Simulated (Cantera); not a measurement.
Charge: 1 mol SiC, 0.22 mol H2O, 99 mol N2, equilibrated at 0.100 bar.

Cantera equilibrium calculation (NASA polynomials, part measured and part estimated; ideal gas, pure solids and liquids). Candidate condensed phases: C, C6H6, C7H8, C8H18, H2O, Si, SiC, SiO2, Si2N2O, Si3N4; 151 gas species. N2 is the only nitrogen source here; it is nearly inert below about 1500 K, so the nitride shown seldom forms there in practice. Mutual solubility and eutectic melting of coexisting phases are not modelled. The numbers say what is thermodynamically allowed, not how fast it happens.

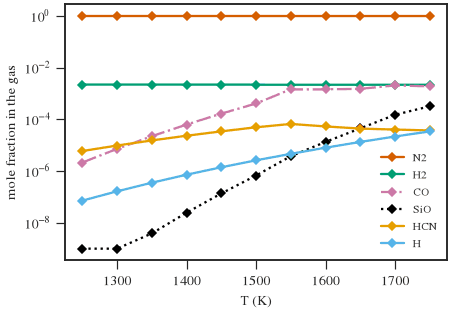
Equilibrium gas composition (values under 1e-9 drawn at 1e-9)

Task: Read off the mole fractions at 1450 K.

Result: N2 about 1.00, H2 about 0.0022, CO about 0.00017, HCN about 3.4e-5, H about 1.4e-6, SiO about 1.4e-7.
